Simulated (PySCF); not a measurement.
## What a change does: NMR shielding calculation on C₃H₇BO₂

System: C₃H₇BO₂, SMILES C=CB(O)OC.
Method of the first run: GIAO PBE0/pcSseg-1 NMR shielding, non-relativistic, gas phase (PySCF 2.14.0).

The geometry comes from this level: GFN2-xTB. Text and figures count atoms from 1; the logs count them from 0 in places.

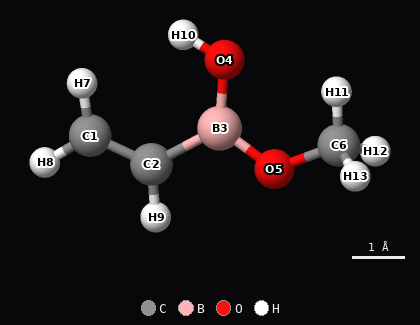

The input geometry (ball-and-stick view, seen at a tilt; atoms are numbered from 1 in the order of the input). Bond lengths as drawn: B–C 1.58 Å, B–O 1.35 to 1.37 Å, C–C 1.33 Å, C–H 1.08 to 1.09 Å, C–O 1.41 Å and H–O 0.96 Å.

Input, the first run:
```
{"job": {"kind": "nmr", "xc": "PBE0", "basis": "pcSseg-1", "pop": false}, "charge": 0, "multiplicity": 1}
C     -2.502170    -0.505957    -0.119275
C     -1.237341    -0.854419    -0.316031
B      0.013399     0.081892    -0.090457
O     -0.083717     1.425003     0.135099
O      1.220144    -0.517040    -0.123664
C      2.434677     0.169807     0.079559
H     -2.779635     0.482621     0.218420
H     -3.326347    -1.184645    -0.274192
H     -1.031566    -1.865751    -0.642349
H     -0.976772     1.764247     0.143945
H      2.260138     1.202182     0.384640
H      3.006275     0.156733    -0.851555
H      2.998528    -0.354187     0.854388
```

The first line tells a small driver script what to run in PySCF; the rest is the geometry in Å.

Command:
```bash
OMP_NUM_THREADS=1 python <driver script> task.json out
```

Hardware: 1 CPU thread, shared host.

Output (the first run):
```
coarse grid: 10856 points
cycle   1  E = -293.3585198405  dE =  7.263e-01  |g| = 8.093e-01  |ddm| = 3.015e+00
cycle   2  E = -293.2542936189  dE =  1.042e-01  |g| = 1.123e+00  |ddm| = 1.224e+00
cycle   3  E = -293.4792690334  dE = -2.250e-01  |g| = 9.658e-02  |ddm| = 7.540e-01
cycle   4  E = -293.4810588459  dE = -1.790e-03  |g| = 3.747e-02  |ddm| = 8.258e-02
cycle   5  E = -293.4813326150  dE = -2.738e-04  |g| = 1.460e-02  |ddm| = 3.136e-02
cycle   6  E = -293.4813760644  dE = -4.345e-05  |g| = 3.457e-03  |ddm| = 1.200e-02
cycle   7  E = -293.4813787038  dE = -2.639e-06  |g| = 5.303e-04  |ddm| = 2.587e-03
final grid: 104856 points
cycle   8  E = -293.5355622498  dE = -2.775e-05  |g| = 1.078e-02  |ddm| = 2.070e-02
cycle   9  E = -293.5355426183  dE =  1.963e-05  |g| = 1.520e-02  |ddm| = 1.387e-02
cycle  10  E = -293.5355844417  dE = -4.182e-05  |g| = 1.304e-03  |ddm| = 8.257e-03
cycle  11  E = -293.5355848051  dE = -3.634e-07  |g| = 2.252e-04  |ddm| = 1.009e-03
cycle  12  E = -293.5355848119  dE = -6.820e-09  |g| = 1.187e-04  |ddm| = 1.876e-04
cycle  13  E = -293.5355848143  dE = -2.407e-09  |g| = 2.252e-05  |ddm| = 7.587e-05
cycle  14  E = -293.5355848144  dE = -1.040e-10  |g| = 7.606e-06  |ddm| = 2.353e-05
converged SCF energy = -293.5355848144

GIAO shielding tensors (ppm)
atom      isotropic    diamagn.    paramagn.     s11        s22        s33       span
  0 C       49.663     255.676    -206.013    -78.628     59.737    167.879    246.507
  1 C       42.129     260.075    -217.947    -79.422     34.547    171.261    250.682
  2 B       76.477     195.755    -119.278     62.076     75.290     92.065     29.989
  3 O      235.809     389.930    -154.121    112.727    263.114    331.586    218.858
  4 O      233.719     395.521    -161.802    102.332    252.720    346.105    243.773
  5 C      134.153     242.902    -108.749    103.379    116.157    182.921     79.542
  6 H       25.920      33.044      -7.124     22.379     25.464     29.916      7.537
  7 H       25.547      29.190      -3.643     22.830     24.824     28.987      6.157
  8 H       25.347      32.587      -7.241     22.563     24.566     28.911      6.348
  9 H       27.189      33.648      -6.460     20.547     24.733     36.286     15.739
 10 H       26.989      28.866      -1.877     22.303     27.063     31.600      9.297
 11 H       27.926      27.792       0.134     23.894     25.786     34.096     10.202
 12 H       27.938      27.879       0.059     23.838     25.966     34.008     10.170
```

The input of the second run differs as follows (lines with − go, lines with + come):
```diff
-"xc": "PBE0"
+"xc": "wB97X"
+"scf": {"level_shift": 0.2}
```

What does this change do to the results?

The total energies belong to different methods, so their difference says nothing on which is more stable or more accurate. The HOMO goes from −7.88 to −10.26 eV. The LUMO goes from −0.57 to 1.68 eV. Of all shieldings, the largest change is that of O5, by +14.6 ppm. The functional changes from PBE0 to wB97X. The SCF takes 13 iterations against 14.

Output (the second run):
```
final grid: 104856 points
cycle   1  E = -293.6472300428  dE =  9.596e-01  |g| = 8.548e-01  |ddm| = 2.916e+00
cycle   2  E = -293.7393228845  dE = -9.209e-02  |g| = 6.366e-01  |ddm| = 7.263e-01
cycle   3  E = -293.8007960801  dE = -6.147e-02  |g| = 8.202e-02  |ddm| = 2.567e-01
cycle   4  E = -293.8026316059  dE = -1.836e-03  |g| = 2.114e-02  |ddm| = 8.579e-02
cycle   5  E = -293.8028111122  dE = -1.795e-04  |g| = 8.436e-03  |ddm| = 3.265e-02
cycle   6  E = -293.8028372865  dE = -2.617e-05  |g| = 2.766e-03  |ddm| = 1.248e-02
cycle   7  E = -293.8028415379  dE = -4.251e-06  |g| = 1.171e-03  |ddm| = 5.777e-03
cycle   8  E = -293.8028424516  dE = -9.137e-07  |g| = 4.805e-04  |ddm| = 2.630e-03
cycle   9  E = -293.8028426292  dE = -1.776e-07  |g| = 1.708e-04  |ddm| = 1.212e-03
cycle  10  E = -293.8028426609  dE = -3.173e-08  |g| = 7.393e-05  |ddm| = 4.667e-04
cycle  11  E = -293.8028426667  dE = -5.775e-09  |g| = 2.929e-05  |ddm| = 1.949e-04
cycle  12  E = -293.8028426677  dE = -1.017e-09  |g| = 9.789e-06  |ddm| = 8.470e-05
cycle  13  E = -293.8028426679  dE = -1.191e-10  |g| = 3.607e-06  |ddm| = 2.669e-05
level shift removed, Fock matrix diagonalised once more
converged SCF energy = -293.8028426679

GIAO shielding tensors (ppm)
atom      isotropic    diamagn.    paramagn.     s11        s22        s33       span
  0 C       51.613     255.605    -203.992    -81.092     64.901    171.030    252.122
  1 C       44.628     260.076    -215.448    -80.004     39.782    174.106    254.110
  2 B       78.017     195.747    -117.730     63.687     77.412     92.953     29.266
  3 O      244.177     390.478    -146.301    129.358    271.152    332.020    202.663
  4 O      248.281     396.157    -147.876    124.804    269.433    350.607    225.803
  5 C      137.041     242.355    -105.314    107.029    118.695    185.399     78.370
  6 H       26.024      33.211      -7.187     22.419     25.518     30.135      7.716
  7 H       25.673      29.191      -3.518     22.841     24.909     29.267      6.425
  8 H       25.503      32.532      -7.029     22.807     24.635     29.067      6.260
  9 H       27.432      33.911      -6.479     20.663     24.859     36.773     16.110
 10 H       27.139      29.059      -1.920     22.405     27.298     31.715      9.310
 11 H       28.045      27.934       0.111     23.952     25.906     34.278     10.326
 12 H       28.048      28.001       0.047     23.881     26.072     34.191     10.310
```

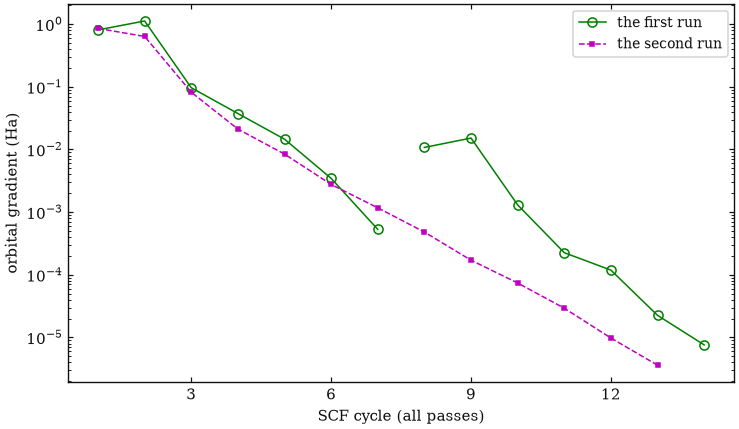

Convergence of the two runs: orbital gradient against the SCF cycle. A break in a curve parts two SCF passes (coarse and final grid). The first run takes 14 cycles in all, and the second run takes 13.

The two runs side by side:

```tsv
quantity	the first run	the second run
outcome	converged	converged
total energy (hartree)	−293.535585	−293.802843
HOMO (eV)	−7.88	−10.26
LUMO (eV)	−0.57	1.68
dipole moment (D)	1.06	1.08
shielding of C1 (ppm)	49.7	51.6
shielding of C2 (ppm)	42.1	44.6
shielding of B3 (ppm)	76.5	78.0
shielding of O4 (ppm)	235.8	244.2
shielding of O5 (ppm)	233.7	248.3
shielding of C6 (ppm)	134.2	137.0
shielding of H10 (ppm)	27.2	27.4
SCF iterations	14	13
basis functions	137	137
wall time (shared host)	17 s	25 s
```
